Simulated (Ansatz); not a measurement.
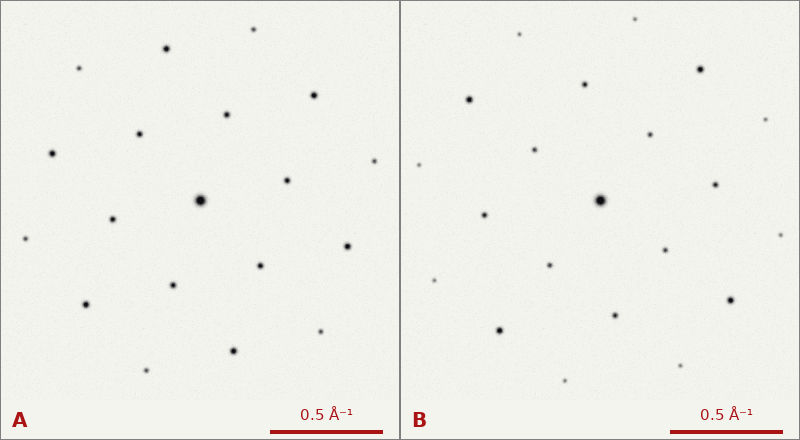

Kinematic electron diffraction patterns (300 kV, B = 0.5 Å², same scale, each along a low-index zone) of two structures of composition PdAu2, each relaxed at zero pressure with DFT PBE, scalar-relativistic, plane waves, PAW (Ansatz).

The structures (standard cells):
1. R32 (No. 155), a = 4.974 Å, c = 14.330 Å (hexagonal axes), 18 atoms; generated start, possibly hypothetical
2. Fd-3m (No. 227), a = 7.632 Å, 24 atoms; generated start, possibly hypothetical

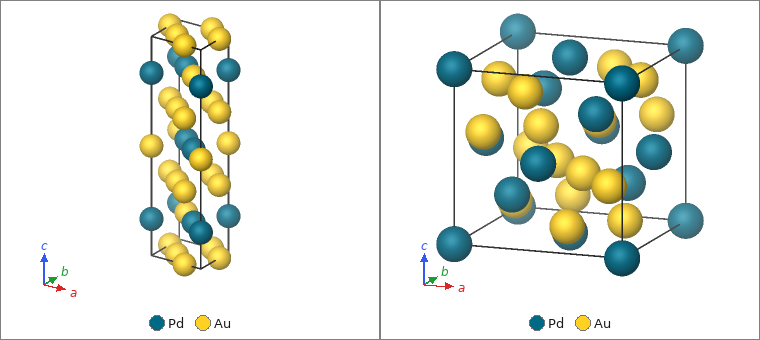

Drawings of the structures 1 to 2, from left to right (each may span several cells).

Which pattern belongs to which structure, and along which zone?

A is structure 1 along [001]: hexagonal net of 2 -1 0 at d = 2.49 Å and 1 1 0 at d = 2.49 Å, 60.0° apart. B is structure 2 along [001] or an equivalent direction: square net of 2 -2 0 at d = 2.70 Å and 2 2 0 at d = 2.70 Å, 90.0° apart (some points of this net are extinct or too weak to see).

Which structure lies lowest at this level of theory, and by how much?

Structure 1 (R32, 17.06 Å³ an atom) is the lowest of these; structure 2 (Fd-3m, 18.52 Å³ an atom) lies about 230 meV an atom higher. These are static energies at 0 K; other structures, not shown, may lie lower still.
